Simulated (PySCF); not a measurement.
## Electronic structure of C$_{3}$H$_{13}$BSSi in real space

Input file:

```
{"job": {"kind": "uv", "xc": "CAM-B3LYP", "basis": "def2-SVPD", "nstates": 8, "ntriplets": 3}, "charge": 0, "multiplicity": 1}
C      2.296272     0.488126    -0.437067
C      1.860869    -0.693998     0.425902
B      0.361057    -1.228883     0.171172
S     -0.939209     0.168779     0.946987
C     -2.483501    -0.736894     0.626380
Si    -1.106507     1.732680    -0.577772
H      3.334620     0.760516    -0.246478
H      1.678398     1.365135    -0.229514
H      2.196923     0.244892    -1.493638
H      2.006466    -0.428583     1.477507
H      2.545436    -1.524577     0.230493
H      0.016526    -1.284487    -0.967563
H      0.069258    -2.177872     0.821450
H     -2.462947    -1.149305    -0.377181
H     -2.529091    -1.544744     1.349514
H     -3.329264    -0.069839     0.759023
H     -0.620361     1.237088    -1.855133
H     -0.362765     2.843335    -0.006010
H     -2.541984     2.007880    -0.625536
```

Run with:

```sh
OMP_NUM_THREADS=1 python probes_run.py task.json out
```

Geometry: GFN2-xTB.

Theory: PySCF, CAM-B3LYP/def2-SVPD, SCF density, gas phase.

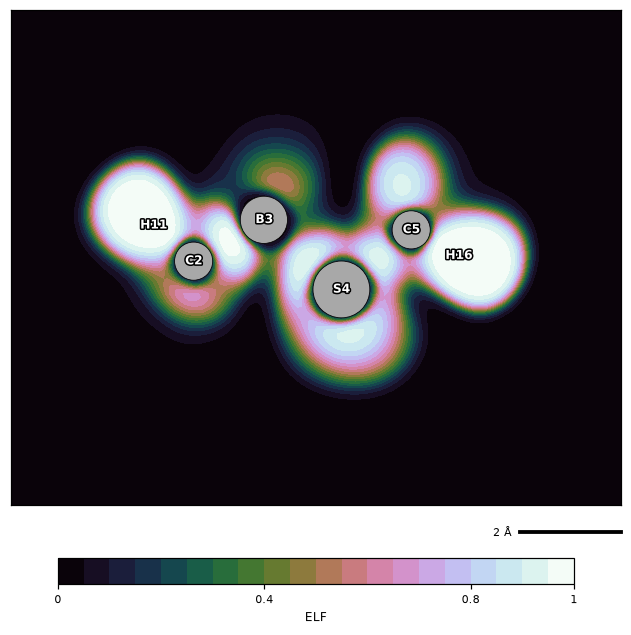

Figure 1. ELF on the plane of atoms C2, B3 and S4. Grey discs cover the atomic cores.

### What does the map show?

The plane passes through C, B, S and H nuclei.
C–B (1.61 Å): the ELF peaks at about 1 between the atoms, as expected for a shared electron pair.
C–S (1.82 Å): the ELF peaks at about 0.95 between the atoms: a shared electron pair.
B–S (2.06 Å): the ELF peaks at about 0.95 between the atoms; localised, covalent bonding.
C–H (1.09 Å): the ELF climbs to about 1 towards the hydrogen, as it does in any bond to H; a covalent bond by its length.
The ELF also peaks beside S4, away from the bonds: lone-pair regions.

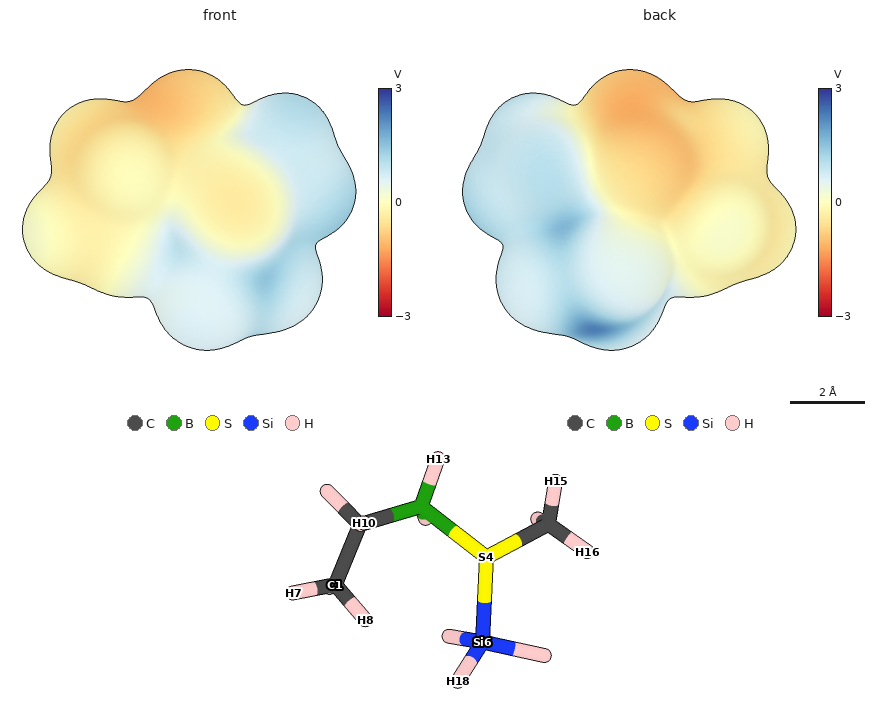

Figure 2. The molecular electrostatic potential painted on the density surface at 0.002 e/bohr³, seen from the front and from behind; the colour scale runs from red (negative) to blue (positive). The bare structure is drawn below in the same view.

### Describe the electrostatic potential map.

The most negative region (about −1.2 V) lies over H13, the most positive (about +2.0 V) over Si6.

### How polar is the molecule by this calculation?

Its dipole moment is 4.04 D.
